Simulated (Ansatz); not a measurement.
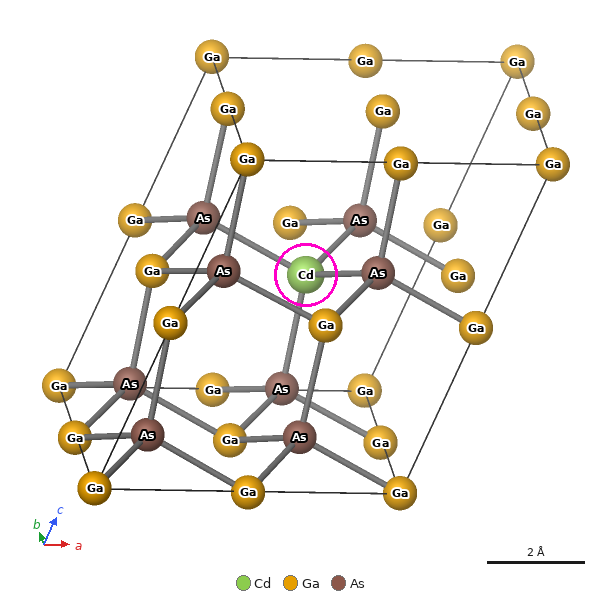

Shown here is a ball-and-stick view of the crystal, taken from a general direction. The lines enclose the supercell; boundary atoms appear with their images. The host is GaAs, in a cell of 16 sites, and the cell carries a charge of -1. A ring marks the defect's site.

Which defect is modelled here, and what are its neighbours?

Cadmium on a gallium site (a substitutional impurity). It is bonded to four As in a tetrahedral arrangement at about 2.5 Å.

The atoms were relaxed in the host's cell with Ansatz 0.2.0, DFT LDA, scalar-relativistic, plane waves, PAW.
